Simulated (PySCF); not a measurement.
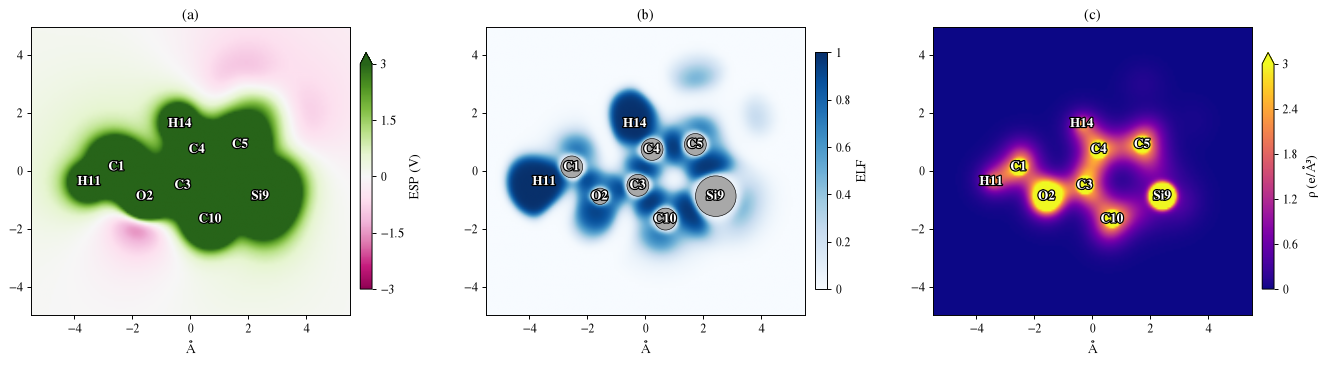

Figure. C6H10F2OSi. (a) electrostatic potential; (b) ELF; (c) total electron density on the plane of atoms C4, C5 and Si9. Grey discs cover the atomic cores in the ELF map.

Geometry: GFN2-xTB.

Level of theory: PBE0/pcSseg-1, SCF density, gas phase, non-relativistic (PySCF 2.14.0).

```
atom    x (Å)    y (Å)    z (Å)
   C   2.8907  -0.2369  -1.0292
   O   2.1670  -0.8940  -0.0173
   C   0.9145  -0.4425   0.2589
   C   0.2661   0.5642  -0.3197
   C  -1.1221   0.8837   0.1607
   C  -2.1105   0.7835  -0.9793
   F  -1.9251   1.7704  -1.8967
   F  -3.3886   0.9375  -0.5360
  Si  -1.4705  -0.3915   1.5502
   C   0.2413  -1.2085   1.3658
   H   3.8547  -0.7394  -1.0847
   H   2.3820  -0.3130  -1.9955
   H   3.0423   0.8193  -0.7856
   H   0.6721   1.1658  -1.1168
   H  -1.1684   1.9182   0.5168
   H  -2.0608  -0.1749  -1.5176
   H  -1.6742   0.2742   2.8367
   H  -2.5726  -1.2945   1.2190
   H   0.2045  -2.2653   1.1011
   H   0.8525  -1.1459   2.2660
```

Describe what can be read from this map.

Answer.
- The plane passes through C, O, Si and H nuclei.
- C–C (1.33 Å): ρ at the midpoint is about 2.3 e/Å³; the ELF peaks at about 0.90 between the atoms: a multiple bond.
- C–O (1.36 Å): ρ at the midpoint is about 2.3 e/Å³, with its minimum of 2 e/Å³ about 0.5 Å from C; the ELF peaks at about 0.90 between the atoms: a shared but strongly polarised pair.
- C–Si (1.91 Å): ρ is about 0.91 e/Å³ halfway; the ELF peaks at about 0.95 between the atoms (a covalent bond).
- C–H (1.08 Å): ρ is about 2 e/Å³ halfway; the ELF climbs to about 1 towards the hydrogen, as it does in any bond to H (an ordinary covalent bond to hydrogen).
- C–O (1.41 Å): the density is about 2.1 e/Å³ at the midpoint, with its minimum of 1.8 e/Å³ about 0.5 Å from C; the ELF peaks at about 0.90 between the atoms; a polar covalent bond.
- The ELF also peaks beside O2, away from the bonds: lone-pair regions.
- Outside the dense part of the molecule the potential is most negative (−1.5 V) near O2.
